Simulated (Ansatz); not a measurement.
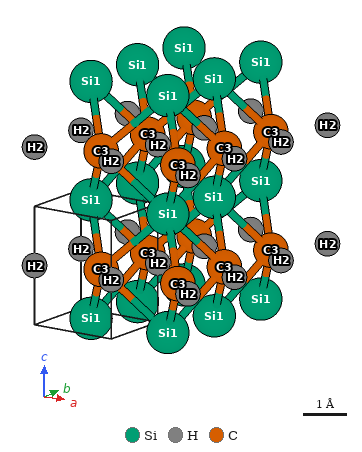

Starting structure of crystalline SiHC (a generated structure, set up in P-6m2). A ball-and-stick model of the cell of the calculation, repeated 2 × 3 × 2 with one cell outlined, seen slightly off an axis.

Level of theory: DFT PBE, scalar-relativistic, plane waves, PAW in Ansatz 0.2.0.

Input file:
```yaml
crystal:
  lattice:
    - [2.9226656257, 0.0, 0.0]
    - [-1.4613328129, 2.5311026786, 0.0]
    - [0.0, 0.0, 2.8115095953]
  atoms:
    - { symbol: Si, position: [0.3333333333, 0.6666666667, 0.0] }
    - { symbol: H, position: [0.0, 0.0, 0.5] }
    - { symbol: C, position: [0.6666666667, 0.3333333333, 0.5] }
basis:
  ecutwfc: 420
kpoints:
  mp_grid: { grid: [18, 18, 16] }
hamiltonian:
  xc: pbe
scf:
  occupations: { method: gaussian, width: 0.1 }
output:
  forces: true
  stress: true
  eigenvalues: true
  write_density: true
  write_potential: true
  elf: true
  volumetric_format: npy
relax:
  adjacent_minimum: "off"
  f_tol: 0.01
  max_steps: 80
  cell: { stress_tol: 0.05 }
```

Run as
```bash
ansatz run input.yaml --threads 1 --pin off --max-ram 2560MiB --backend cpu --events-out ev --progress --plain --runs-dir out
```

Q: What does the optimiser find from here?

A: No atom moves by more than 0.005 Å relative to the cell. The drawn cell changes as follows: a = b 2.923 → 2.894 Å (−1.0 %), c 2.812 → 2.863 Å (+1.8 %); the volume changes by −0.1 %. Some distances before and after: Si1–C3 2.196 → 2.200 Å. The space group stays P-6m2 (No. 187). Over 5 accepted moves (7 points after the start) the energy falls by 15.6 meV per cell of the calculation. All forces vanish by symmetry, so only the cell relaxes. The pressure goes from −0.06 to 0.01 GPa. The SCF was repeated twice at an unchanged geometry on a basis and grid sized afresh for the cell, which shifted the energy by less than 0.05 meV per cell of the calculation at most.

Step by step:

```
step  E − E(0), meV/atom  pressure, GPa  volume, Å³/atom                      note
   0                0.00          -0.06            6.933                          
   1               -3.00           0.55            6.900                          
   2               -5.06           0.14            6.918                          
   3               -5.19          -0.02            6.924                          
   4               -5.21           0.01            6.923                          
   5               -5.20           0.01            6.923  same geometry, new basis
   6               -5.20           0.01            6.923                          
   7               -5.20           0.01            6.923  same geometry, new basis
```

The structure at the end:

```
Si H C
1.0
     2.89406    0.00000    0.00000
    -1.44703    2.50633    0.00000
     0.00000    0.00000    2.86338
Si H C
1 1 1
Direct
  0.33333 0.66667 0.00000
  0.00000 0.00000 0.50000
  0.66667 0.33333 0.50000
```

The end point in the same view:

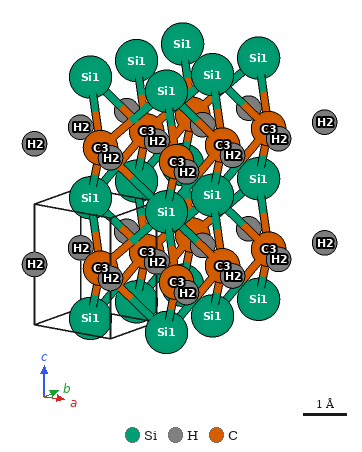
